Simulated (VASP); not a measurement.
Band structure of PbI₂ (1T layered). Computed with RPBE GGA, VASP's PBE PAW potentials (set 64) (plane waves; VASP 6.6.1).

Without a dispersion term in the relaxation, distances and binding between the weakly bound layers, chains or molecules are unreliable, and so is what depends on them. Unless said otherwise, spin-orbit coupling is left out, though it shifts the bands of the heavy elements here.

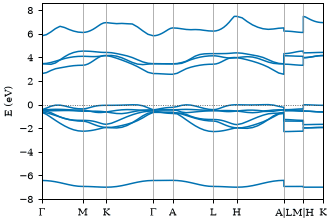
Fig. 1. Bands along high-symmetry lines, zero at the valence-band maximum or, without a gap, the Fermi level

Problem. Read the plot: is there a gap, and where are the band edges?

Solution. The gap is indirect, 2.57 eV, from the valence maximum at H-A at 0.67 to the conduction minimum at A. (Edges off the drawn lines would not show.)

Measured: gap 2.40 eV (computed value off by +0.17 eV), as given by Wikipedia, List of semiconductor materials.

The compound is PbI2 in the 1T layered structure. It was relaxed first, which changed the volume by +38 %.
